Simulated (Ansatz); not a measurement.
CH6OSi···H2S

```yaml
atoms:
  - { symbol: Si, position_ang: [-0.6005, 1.7031, -0.0481] }
  - { symbol: H, position_ang: [0.6275, 2.5323, 0.0011] }
  - { symbol: O, position_ang: [-0.0889, 0.1180, -0.0088] }
  - { symbol: C, position_ang: [-1.0310, -0.9383, -0.0444] }
  - { symbol: H, position_ang: [-1.3648, 1.9812, -1.2993] }
  - { symbol: H, position_ang: [-1.4820, 2.0070, 1.1168] }
  - { symbol: H, position_ang: [3.2197, -1.4788, -0.6219] }
  - { symbol: S, position_ang: [2.7944, -1.5221, 0.6537] }
  - { symbol: H, position_ang: [-1.6059, -0.9290, -0.9802] }
  - { symbol: H, position_ang: [-1.7292, -0.8830, 0.8018] }
  - { symbol: H, position_ang: [-0.4800, -1.8809, 0.0197] }
  - { symbol: H, position_ang: [1.7408, -0.7096, 0.4096] }
```

Computed with Ansatz, RKS PBE0/6-31G*.

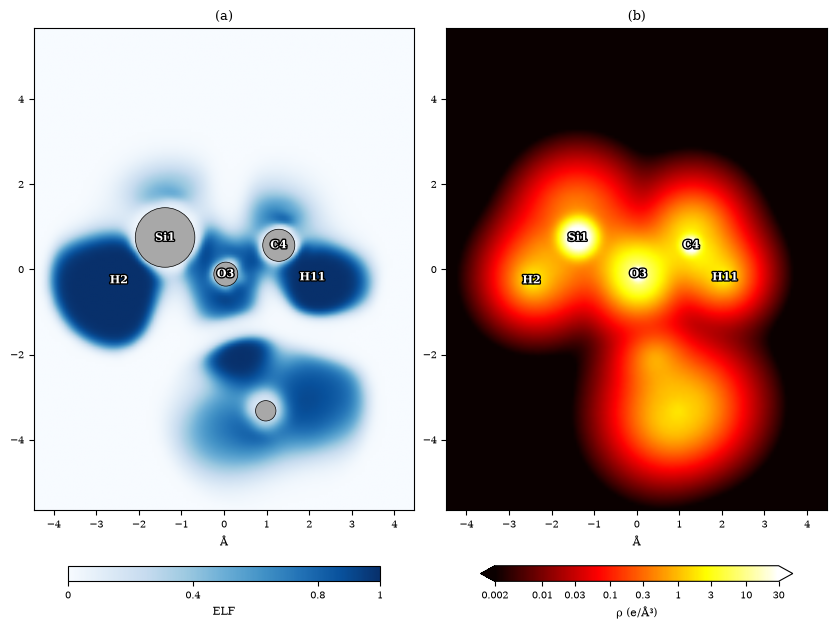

Figure 1. (a) ELF; (b) electron density on the plane of atoms H2, Si1 and O3. Grey discs cover the atomic cores in the ELF map.

### Describe what can be read from this map.

The section cuts through Si, H, O and C sites.
O3···H11 (2.04 Å): the density falls to about 0.77 e/Å³ on the way; the ELF climbs to about 1 towards the hydrogen, as it does in any bond to H.
C–O (1.42 Å): ρ is about 2 e/Å³ halfway, with its minimum of 1.7 e/Å³ about 0.5 Å from C; the ELF peaks at about 0.90 between the atoms; a shared but strongly polarised pair.
Si–O (1.67 Å): the density is about 1.1 e/Å³ at the midpoint; the ELF peaks at about 0.90 between the atoms (a polar covalent bond).
C–H (1.09 Å): ρ at the midpoint is about 2 e/Å³; the ELF climbs to about 1 towards the hydrogen: a covalent bond by its length.
Si–H (1.48 Å): the density is about 0.79 e/Å³ at the midpoint; the ELF climbs to about 1 towards the hydrogen.
The ELF also peaks beside S8, away from the bonds: lone-pair regions.

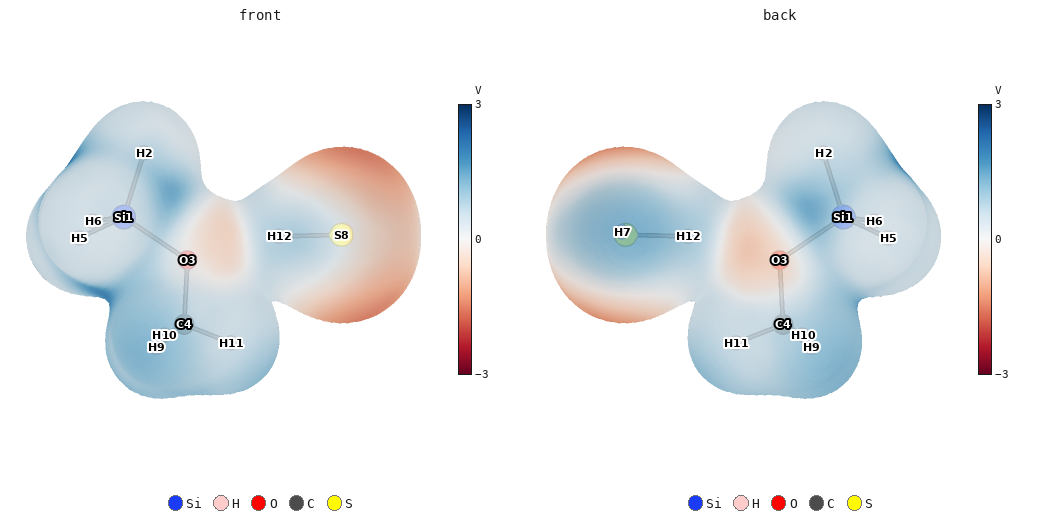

Figure 2. The molecular electrostatic potential painted on the density surface at 0.004 e/bohr³, seen from the front and from behind; red is negative and blue positive.

### Where is the surface potential most negative and most positive?

The most negative region (about −1.5 V) lies over S8, the most positive (about +2.1 V) over Si1.

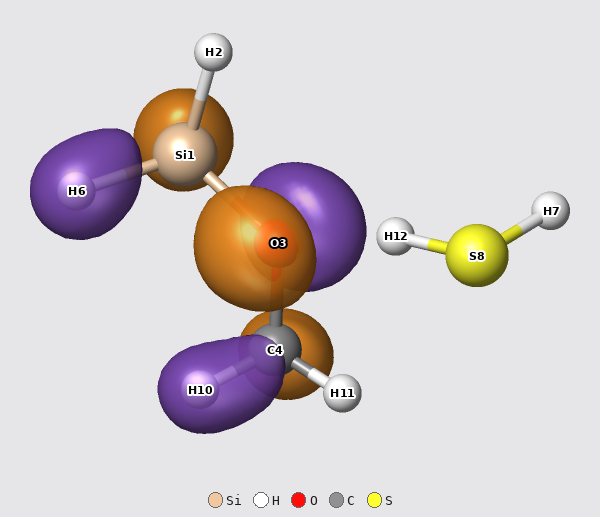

Figure 3. The HOMO−1 at ±0.15 Å⁻³ᐟ² (orange and purple are the two phases), seen at a tilt.

### Describe this orbital and give its energy.

By Hirshfeld shares it lies mainly on O3 (about 50 %), C4 (about 10 %), H5 (about 5 %) and H6 (about 5 %). Its energy is −8.36 eV.

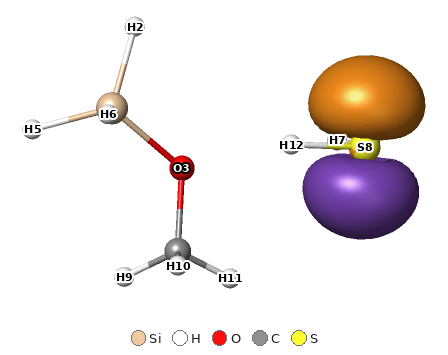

Figure 4. The HOMO at ±0.2 Å⁻³ᐟ² (orange and purple are the two phases), seen at a tilt.

### Describe this orbital and give its energy.

It lies mainly on S8 (about 90 %); largely a lone pair of S8. Its energy is −6.95 eV.
